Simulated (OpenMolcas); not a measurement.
# SiHF (SMILES F[SiH]) at 6 levels

Aim: a comparison of 6 runs (B3LYP/6-31G*, BHLYP/def2-TZVPPD, BLYP/def2-TZVPPD, PBE/def2-TZVPPD, PBE0/def2-TZVPPD, r2SCAN/def2-TZVPPD) of SiHF. 

The calculation is run with OpenMolcas 26.06.

1 further run of the same task is left out (set aside as unsound or not needed).

## 1. The structure to begin with

The species is SiHF (3 atoms), meant as a singlet with charge 0. As SMILES, `F[SiH]`. The shape is that of a PBE0-D4/def2-TZVP optimisation.

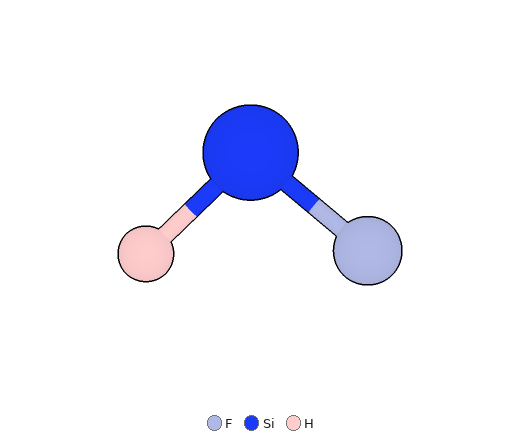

The structure, seen from a chosen angle (fluorine light blue, silicon blue, hydrogen pink).

## 2. Energy and gradient at B3LYP/6-31G(d) (Cartesian functions) (run 1)

mol.input reads:

```
&GATEWAY
BASLIB=$CurrDir
COORD
3
angstrom
F       -1.090200       0.024400      -0.602300
Si       0.186800       0.629400       0.173800
H        0.892400      -0.718600       0.415300
BASIS=6-31Gs
GROUP=NoSym
&SEWARD
GRIDINPUT
Grid=UltraFine
End of Grid
&SCF
KSDFT=B3LYP
THRESHOLDS=1e-10 1e-07 1e-07 1e-05
PRORBITALS=1
&ALASKA
```

The basis set 6-31G* is read from a file made from the Basis Set Exchange's data (not shown).

Run with:

```
$ export MOLCAS_MEM=1860
$ pymolcas mol.input > mol.log
```

Log:

```text
--- Start Module: gateway ---
[...]
--- Stop Module: gateway /rc=_RC_ALL_IS_WELL_ ---
[...]
      Basis functions           36
[...]
--- Start Module: scf ---
[...]
       Convergence after  11 Iterations
[...]
::    Total KS-DFT energy                            -389.9251069015
[...]
      Total spin, S                                     0.0000000000
[...]
      Total electronic charge=   24.000000
      Total            charge=   -0.000000
[...]
      Dipole Moment (debye):
      Origin of the operator (angstrom)=   -0.3040    0.3615   -0.1284
                   X=  7.2562E-01               Y=  1.1142E-01               Z=  4.1513E-01           Total=  8.4337E-01
      Quadrupole Moment (debye*angstrom):
[...]
--- Stop Module: scf /rc=_RC_ALL_IS_WELL_ ---
[...]
--- Start Module: alaska ---
[...]
 *              Molecular gradients               *
 **************************************************
  Irreducible representation: a
 ------------------------------------------------------------------------------------------
                              X                       Y                       Z
 ------------------------------------------------------------------------------------------
  F1                7.31823182423241E-03    1.50522574629974E-03    4.22920708520813E-03
  SI2              -5.06709635373603E-03   -2.25517643884565E-03   -3.06334480289472E-03
  H3               -2.25113547051015E-03    7.49950692537471E-04   -1.16586228230597E-03
 ------------------------------------------------------------------------------------------
--- Stop Module: alaska /rc=_RC_ALL_IS_WELL_ ---
[...]
```

It took 8.1 s on 1 thread of AMD EPYC 7R43 (Zen 3), shared host; peak memory 0.37 GiB.

## 3. Energy and forces at BHLYP/def2-TZVPPD (run 2)

struct.xyz reads:

```xyz
3

F     -1.090200     0.024400    -0.602300
Si     0.186800     0.629400     0.173800
H      0.892400    -0.718600     0.415300
```

mol.inp reads:

```
* FHSi Kohn-Sham DFT
>>> EXPORT MOLCAS_PRINT=2
&gateway
baslib
$CurrDir
coord
struct.xyz
basis
def2-TZVPPD
group
NoSym
&seward
gridinput
Grid=UltraFine
End of Grid
&scf
ksdft
HYB_GGA_XC_BHANDHLYP
thresholds
1e-10 1e-07 1e-07 1e-05
prorbitals
0
&alaska
```

The basis set def2-TZVPPD is read from a file made from the Basis Set Exchange's data (not shown).

Run with:

```
$ export MOLCAS_MEM=1860
$ pymolcas mol.inp > mol.log
```

Log:

```text
--- Start Module: gateway ---
[...]
--- Stop Module: gateway /rc=_RC_ALL_IS_WELL_ ---
[...]
      Basis functions          105
[...]
--- Start Module: scf ---
[...]
       Convergence after  12 Iterations
[...]
::    Total KS-DFT energy                            -389.9528793229
[...]
      Total spin, S                                     0.0000000000
[...]
      Total electronic charge=   24.000000
      Total            charge=   -0.000000
[...]
      Dipole Moment (debye):
      Origin of the operator (angstrom)=   -0.3040    0.3615   -0.1284
                   X=  9.2375E-01               Y=  2.1568E-01               Z=  5.3669E-01           Total=  1.0899E+00
      Quadrupole Moment (debye*angstrom):
[...]
--- Stop Module: scf /rc=_RC_ALL_IS_WELL_ ---
[...]
--- Start Module: alaska ---
[...]
 *              Molecular gradients               *
 **************************************************
  Irreducible representation: a
 ------------------------------------------------------------------------------------------
                              X                       Y                       Z
 ------------------------------------------------------------------------------------------
  F1               -5.79724345015542E-03   -2.91398452722103E-03   -3.54193506857214E-03
  SI2               3.35581628761616E-03    7.88119378371199E-03    2.74007141949628E-03
  H3                2.44142716253215E-03   -4.96720925649230E-03    8.01863649082191E-04
 ------------------------------------------------------------------------------------------
--- Stop Module: alaska /rc=_RC_ALL_IS_WELL_ ---
[...]
```

It took 32 s on 1 thread of AMD EPYC 7R43 (Zen 3), shared host; peak memory 0.6 GiB.

Run 3 isn't shown in full; the table further down has it.

## 4. Energy and gradient at PBE/def2-TZVPPD (run 4)

coord.xyz reads:

```xyz
3

F     -1.090200     0.024400    -0.602300
Si     0.186800     0.629400     0.173800
H      0.892400    -0.718600     0.415300
```

test.inp reads:

```
* FHSi Kohn-Sham DFT
>>> EXPORT MOLCAS_PRINT=2
&GATEWAY
BasLib = $CurrDir
Coord = coord.xyz
Basis = def2-TZVPPD
Group = NoSym
&SEWARD
GridInput
Grid=UltraFine
End of Grid
&SCF
KSDFT = PBE
Thresholds = 1e-10 1e-07 1e-07 1e-05
PrOrbitals = 1 1
&ALASKA
```

The basis set def2-TZVPPD is read from a file made from the Basis Set Exchange's data (not shown).

Run with:

```
$ export MOLCAS_MEM=1860
$ pymolcas test.inp > test.log
```

Log:

```text
--- Start Module: gateway ---
[...]
--- Stop Module: gateway /rc=_RC_ALL_IS_WELL_ ---
[...]
      Basis functions          105
[...]
--- Start Module: scf ---
[...]
       Convergence after  13 Iterations
[...]
::    Total KS-DFT energy                            -389.7411087609
[...]
      Total spin, S                                     0.0000000000
[...]
      Total electronic charge=   24.000000
      Total            charge=   -0.000000
[...]
      Dipole Moment (debye):
      Origin of the operator (angstrom)=   -0.3040    0.3615   -0.1284
                   X=  7.3034E-01               Y=  1.3269E-01               Z=  4.2011E-01           Total=  8.5293E-01
      Quadrupole Moment (debye*angstrom):
[...]
--- Stop Module: scf /rc=_RC_ALL_IS_WELL_ ---
[...]
--- Start Module: alaska ---
[...]
 *              Molecular gradients               *
 **************************************************
  Irreducible representation: a
 ------------------------------------------------------------------------------------------
                              X                       Y                       Z
 ------------------------------------------------------------------------------------------
  F1                1.04840549364180E-02    4.84744146402605E-03    6.35839821353468E-03
  SI2              -8.60520039589829E-03   -8.22050414803144E-03   -5.69124537792653E-03
  H3               -1.87885454052883E-03    3.37306268400894E-03   -6.67152835573503E-04
 ------------------------------------------------------------------------------------------
--- Stop Module: alaska /rc=_RC_ALL_IS_WELL_ ---
[...]
```

It took 36 s on 1 thread of AMD EPYC 7R43 (Zen 3), shared host; peak memory 0.59 GiB.

Run 5 isn't shown in full; the table further down has it.

## 5. Energy and gradient at r2SCAN/def2-TZVPPD (run 6)

run.input reads:

```
* FHSi Kohn-Sham DFT
&GATEWAY
BasLib
$CurrDir
Coord
3
angstrom
F       -1.090200       0.024400      -0.602300
Si       0.186800       0.629400       0.173800
H        0.892400      -0.718600       0.415300
Basis
def2-TZVPPD
Group
NoSym
&SEWARD
GridInput
Grid=UltraFine
End of Grid
&SCF
KSDFT
2
1.0 MGGA_X_R2SCAN
1.0 MGGA_C_R2SCAN
Thresholds
1e-10 1e-07 1e-07 1e-05
PrOrbitals
0
&ALASKA
```

The basis set def2-TZVPPD is read from a file made from the Basis Set Exchange's data (not shown).

Run with:

```
$ export MOLCAS_MEM=1860
$ pymolcas run.input > run.log
```

Log:

```text
--- Start Module: gateway ---
[...]
--- Stop Module: gateway /rc=_RC_ALL_IS_WELL_ ---
[...]
      Basis functions          105
[...]
--- Start Module: scf ---
[...]
       Convergence after  14 Iterations
[...]
::    Total KS-DFT energy                            -389.9118737830
[...]
      Total spin, S                                     0.0000000000
[...]
      Total electronic charge=   24.000000
      Total            charge=   -0.000000
[...]
      Dipole Moment (debye):
      Origin of the operator (angstrom)=   -0.3040    0.3615   -0.1284
                   X=  7.3808E-01               Y=  7.8794E-02               Z=  4.1841E-01           Total=  8.5207E-01
      Quadrupole Moment (debye*angstrom):
[...]
--- Stop Module: scf /rc=_RC_ALL_IS_WELL_ ---
[...]
--- Start Module: alaska ---
[...]
 *              Molecular gradients               *
 **************************************************
  Irreducible representation: a
 ------------------------------------------------------------------------------------------
                              X                       Y                       Z
 ------------------------------------------------------------------------------------------
  F1                1.29100708877594E-03    5.95385799406323E-04    7.82803301368595E-04
  SI2              -1.30822795905949E-03   -5.32972632926842E-04   -7.85410851245061E-04
  H3                1.72208702304832E-05   -6.24131664852534E-05    2.60754988390399E-06
 ------------------------------------------------------------------------------------------
--- Stop Module: alaska /rc=_RC_ALL_IS_WELL_ ---
[...]
```

Wall time 41 s (1 thread of AMD EPYC 7R43 (Zen 3), shared host); peak memory 0.6 GiB.

## 6. All runs side by side

| run | level | Cartesian functions | energy (Eh) | dipole moment (D) | HOMO energy (eV) | LUMO energy (eV) | wall time |
| --- | --- | --- | --- | --- | --- | --- | --- |
| 1 | B3LYP/6-31G* (Cartesian functions) | yes | -389.925107 | 0.84 | -6.61 | -2.65 | 8.1 s |
| 2 | BHLYP/def2-TZVPPD | no | -389.952879 | 1.09 | -8.05 | -1.77 | 32 s |
| 3 | BLYP/def2-TZVPPD | no | -389.986311 | 0.91 | -5.80 | -3.45 | 35 s |
| 4 | PBE/def2-TZVPPD | no | -389.741109 | 0.85 | -5.89 | -3.58 | 36 s |
| 5 | PBE0/def2-TZVPPD | no | -389.764721 | 0.96 | -7.01 | -2.70 | 36 s |
| 6 | r2SCAN/def2-TZVPPD | no | -389.911874 | 0.85 | -6.10 | -3.43 | 41 s |

## 7. Outcome

```
                       quantity          value
            run 6: total energy  -389.91187 Eh
           run 6: dipole moment         0.85 D
             run 6: HOMO energy       -6.10 eV
             run 6: LUMO energy       -3.43 eV
           run 6: HOMO–LUMO gap        2.67 eV
run 6: largest force on an atom     0.083 eV/Å
```

In words: The dipole moment (its size) runs from 0.84 D (B3LYP/6-31G*) to 1.09 D (BHLYP/def2-TZVPPD). The two ends differ in method and basis. The HOMO–LUMO gap runs from 2.31 eV (PBE/def2-TZVPPD) to 6.28 eV (BHLYP/def2-TZVPPD). Totals of different functionals can't be ranked against each other. All runs together took 3.1 min, the longest 41 s.
